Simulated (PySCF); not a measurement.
SMILES c1(ccncc1)-c1cc2sccc2s1 (C11H7NS2) at its GFN2-xTB optimised geometry (Å):

```
21

C      0.5269    -3.7417     0.0000
C     -0.2440    -2.5937     0.0000
C      0.3972    -1.3503     0.0000
C     -0.3440    -0.1090     0.0000
C     -1.7036     0.0704     0.0000
C     -2.0537     1.4282     0.0000
S     -3.5432     2.3070    -0.0001
C     -2.6738     3.8044     0.0000
C     -1.3240     3.6573     0.0000
C     -0.9652     2.2949     0.0000
S      0.5200     1.4220     0.0000
C      1.7951    -1.3580     0.0000
C      2.4617    -2.5691     0.0000
N      1.8495    -3.7417     0.0000
H      0.0612    -4.7188     0.0000
H     -1.3195    -2.6654     0.0000
H     -2.4218    -0.7279     0.0000
H     -3.2332     4.7188     0.0000
H     -0.6241     4.4721    -0.0001
H      2.3447    -0.4285     0.0000
H      3.5432    -2.6067     0.0000
```

Calculation: PBE0/def2-SVP (PySCF).

Map of the log10 of the electron density (e/bohr³), floored at −4 on the plane z = 1.0 Å:

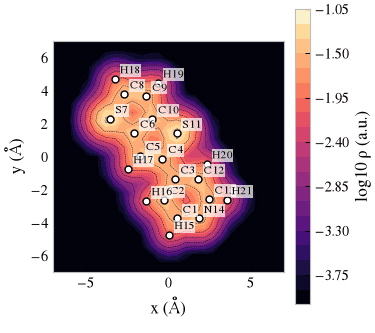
Figure: Log10 of the electron density (e/bohr³), floored at −4 on the plane z = 1.0 Å.
